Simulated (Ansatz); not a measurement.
# CH5BO (SMILES CBO): wB97M-V/6-311+G(d,p)

Aim: the vertical electron affinity of CH5BO at wB97M-V/6-311+G**, from 2 runs. 

The results are computed with Ansatz 0.2.0.

57 further runs of the same task are left out: 57 set aside as unsound or not needed.

### Step 1. The molecule

CH5BO: 8 atoms, total charge 0, spin state singlet. As SMILES, `CBO`. Geometry: relaxed at PBE0-D4/def2-TZVP. This is one conformer, not always the lowest.

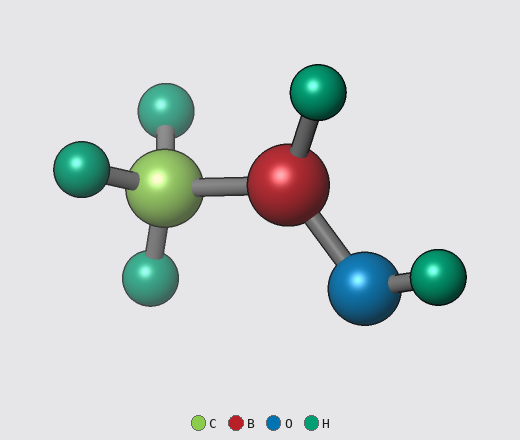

The structure, seen from a chosen angle (carbon green, boron red, oxygen blue, hydrogen teal).

### Step 2. A single-point energy at wB97M-V/6-311+G(d,p)

File input.yaml:

```yaml
crystal:
  periodic: [false, false, false]
  atoms:
    - symbol: C
      position_ang: [-0.618600, 0.710300, -0.324600]
    - symbol: B
      position_ang: [0.508800, -0.240100, 0.180200]
    - symbol: O
      position_ang: [0.240700, -1.558300, 0.355600]
    - symbol: H
      position_ang: [-1.568300, 0.201200, -0.499400]
    - symbol: H
      position_ang: [-0.308500, 1.205100, -1.251900]
    - symbol: H
      position_ang: [-0.780500, 1.520100, 0.395700]
    - symbol: H
      position_ang: [1.620500, 0.163100, 0.420800]
    - symbol: H
      position_ang: [0.998200, -2.058400, 0.667700]
basis:
  gaussian: {orbitals: 6-311+G_st__st_.json}
accuracy: high
output: {orbitals: {seedname: orbitals}}
hamiltonian: {xc: {name: wB97M-V}}
total_charge: 0
```

The basis set 6-311+G** is read from a file made from the Basis Set Exchange's data (not shown).

On the command line:

```console
ansatz run input.yaml --threads 1 --pin off --max-ram 3480MiB --events-out events.jsonl --progress --plain --runs-dir runs
```

Standard output:

```text
Warning: RAYON_NUM_THREADS=1 ignored (pool sized by the plan → 1); use --threads N
Functional definition: wB97M-V
  name "wB97M-V"
  parameter omega = 0.3/bohr
  parameter cx = 0.15
  parameter cx01 = 1.007
  parameter cx10 = 0.259
  parameter css00 = 0.443
  parameter css04 = -1.437
  parameter css10 = -4.535
  parameter css20 = -3.390
  parameter css43 = 4.278
  parameter cos00 = 1.000
  parameter cos10 = 1.358
  parameter cos20 = 2.924
  parameter cos21 = -8.812
  parameter cos60 = -1.390
  parameter cos61 = 9.142
  parameter b = 6.0
  parameter c = 0.01
  gx(w, u) = 1 - cx + cx01*u + cx10*w
  gss(w, u) = css00 + css04*u^4 + css10*w + css20*w^2 + css43*w^4*u^3
  gos(w, u) = cos00 + cos10*w + (cos20 + cos21*u)*w^2 + (cos60 + cos61*u)*w^6
  exchange = spin_sum(e_x_unif_sr(omega)*gx(b97_w, b97_u_x)) + cx*exact_x_sr(omega) + exact_x_lr(omega)
  correlation = spin_sum(e_c_pw_mod_same_spin*gss(b97_w, b97_u_same))
      + integral(e_c_pw_mod_opposite_spin*gos(b97_w_opposite, b97_u_opposite)) + vv10(b, c)
1917 factors; integrals over basis functions are off by at most 3.6e-9 eV
377 factors; integrals over basis functions are off by at most 2.3e-9 eV
mean field evaluation 1: about -3836.8251 eV, gradient 5.5e1 eV
mean field evaluation 2: about -3837.7021 eV, gradient 5.4e1 eV
mean field evaluation 4: about -3842.6316 eV, gradient 1.8e0 eV
mean field evaluation 8: about -3842.6392 eV, gradient 5.0e-2 eV
mean field evaluation 16: about -3842.6392 eV, gradient 4.3e-6 eV
mean field -3842.63920838 eV, -141.2143862735 hartree, gradient 4.5e-8 eV, S^2 0.000000; 0 other end points of the search recorded, 0 dependent functions left out
reference -3842.63921635 eV, -141.2143865665 hartree; 12, 12 occupied and 84, 84 virtual orbitals, 1917 factors
Total energy: -3842.63921635 eV, -141.2143865665 hartree
```

It took 49 s on 1 thread of Arm Neoverse V1, shared host; peak memory 0.49 GiB.

### Step 3. The doublet anion at the same level

File in.yaml:

```yaml
crystal:
  periodic: [false, false, false]
  atoms:
    - symbol: C
      position_ang: [-0.618600, 0.710300, -0.324600]
    - symbol: B
      position_ang: [0.508800, -0.240100, 0.180200]
    - symbol: O
      position_ang: [0.240700, -1.558300, 0.355600]
    - symbol: H
      position_ang: [-1.568300, 0.201200, -0.499400]
    - symbol: H
      position_ang: [-0.308500, 1.205100, -1.251900]
    - symbol: H
      position_ang: [-0.780500, 1.520100, 0.395700]
    - symbol: H
      position_ang: [1.620500, 0.163100, 0.420800]
    - symbol: H
      position_ang: [0.998200, -2.058400, 0.667700]
basis:
  gaussian:
    orbitals: 6-311+G_st__st_.json
total_charge: -1
magnetization:
  spin_polarized: true
  initial_magnetization: 1
hamiltonian:
  xc: {name: wB97M-V}
accuracy: high
output: {orbitals: {seedname: orbitals}}
```

The basis set 6-311+G** is read from a file made from the Basis Set Exchange's data (not shown).

On the command line:

```console
ansatz run in.yaml --threads 1 --pin off --max-ram 3480MiB --events-out events.jsonl --progress --plain --runs-dir runs
```

Standard output:

```text
Warning: RAYON_NUM_THREADS=1 ignored (pool sized by the plan → 1); use --threads N
[... 19 set-up lines as earlier in the session ...]
  gx(w, u) = 1 - cx + cx01*u + cx10*w
  gss(w, u) = css00 + css04*u^4 + css10*w + css20*w^2 + css43*w^4*u^3
  gos(w, u) = cos00 + cos10*w + (cos20 + cos21*u)*w^2 + (cos60 + cos61*u)*w^6
[... 2 set-up lines as earlier in the session ...]
      + integral(e_c_pw_mod_opposite_spin*gos(b97_w_opposite, b97_u_opposite)) + vv10(b, c)
1917 factors; integrals over basis functions are off by at most 3.6e-9 eV
377 factors; integrals over basis functions are off by at most 2.3e-9 eV
mean field evaluation 1: about -3839.2722 eV, gradient 1.9e1 eV
mean field evaluation 2: about -3840.4206 eV, gradient 1.3e1 eV
mean field evaluation 4: about -3841.2004 eV, gradient 9.5e-1 eV
mean field evaluation 8: about -3841.3467 eV, gradient 3.6e-1 eV
mean field evaluation 16: about -3841.4111 eV, gradient 1.5e-1 eV
mean field evaluation 32: about -3841.4213 eV, gradient 3.2e-3 eV
mean field evaluation 64: about -3840.8110 eV, gradient 3.4e0 eV
mean field -3841.42133311 eV, -141.1696301829 hartree, gradient 7.8e-8 eV, S^2 0.750278; 6 other end points of the search recorded, 0 dependent functions left out
reference -3841.42133529 eV, -141.1696302632 hartree; 13, 12 occupied and 83, 84 virtual orbitals, 1917 factors
Total energy: -3841.42133529 eV, -141.1696302632 hartree
```

Run time: 4 min. Hardware: 1 thread of Arm Neoverse V1, shared host; peak memory 0.89 GiB.

### Step 4. Outcome

At wB97M-V/6-311+G**:

| quantity | value |
| --- | --- |
| singlet CH5BO: total energy | -141.21439 Eh |
| singlet CH5BO: HOMO energy | -10.96 eV |
| singlet CH5BO: LUMO energy | 0.75 eV |
| singlet CH5BO: HOMO–LUMO gap | 11.71 eV |
| doublet anion: total energy | -141.16963 Eh |
| doublet anion: HOMO energy (highest over α and β) | 1.40 eV |
| doublet anion: LUMO energy (lowest over α and β) | 3.99 eV |
| doublet anion: ⟨S²⟩ | 0.750 |
| vertical electron affinity (to the doublet anion) | -1.218 eV |

**Reading.** The anion lies 1.22 eV (118 kJ/mol) above the neutral: the electron isn't bound at this level, and such a value depends on the basis. The HOMO (doublet anion) lies at positive energy, 1.40 eV; only total energies tell whether the electron is bound.
